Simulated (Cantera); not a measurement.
Feed: 1 mol Fe2O3, 0.014 mol HCl, a varied amount of H2, held at 1200 K and 1.50 bar.

Cantera equilibrium calculation (NASA polynomials, part measured and part estimated; ideal gas, pure solids and liquids). Candidate condensed phases: Fe, FeCl2, FeCl3, FeO, Fe(OH)2, Fe(OH)3, Fe2O3, Fe3O4, H2O; 22 gas species. Mutual solubility and eutectic melting of coexisting phases are not modelled. The tables' stoichiometric FeO is somewhat more stable than real wüstite, so its field is too wide. FeO: taken at fixed stoichiometry. Equilibrium is a limit: real reactors are often held back by kinetics, nucleation or transport.

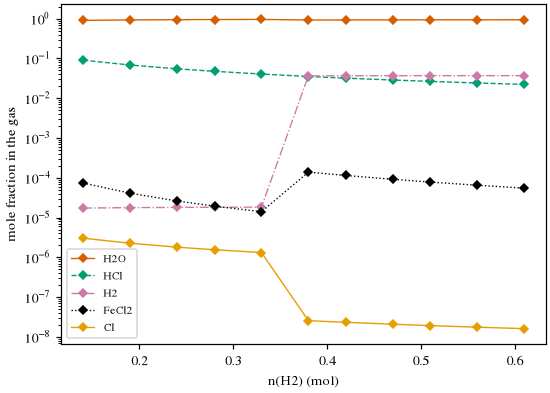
Fig. 1. Equilibrium gas composition (values under 1e-9 drawn at 1e-9)

From 0.14 mol H2 to 0.33 mol H2 the condensed part is Fe2O3(s) + Fe3O4(s). From 0.38 mol H2 to 0.61 mol H2 the condensed part is FeO(s) + Fe3O4(s). The main Fe-bearing gas is FeCl2 throughout.
